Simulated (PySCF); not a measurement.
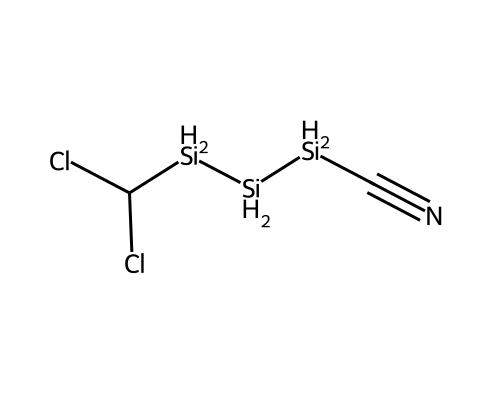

Computed geometry: GFN2-xTB optimisation. No frequency run is at hand to confirm it as a minimum. Method: CAM-B3LYP/def2-SVPD, gas phase (PySCF 2.14.0). Excitations: vertical, linear response.

What does the calculation give?

The species is C₂H₇Cl₂NSi₃ (`N#C[SiH2][SiH2][SiH2]C(Cl)Cl`).
- dipole moment: 4.17 D
- HOMO energy (Kohn–Sham orbital): −9.58 eV
- LUMO energy (Kohn–Sham orbital): −0.39 eV
- HOMO–LUMO gap: 9.19 eV
- mean static polarisability: 136.5 bohr³
- lowest vertical singlet excitation: 6.28 eV
- its oscillator strength: 0.015
- brightest of the 8 lowest singlets: 6.95 eV
- its oscillator strength: 0.09

The geometry is semi-empirical. Around Si such bond lengths and angles can be off by a tenth of an ångström or more and by several degrees, and values that hang on the shape move with them.
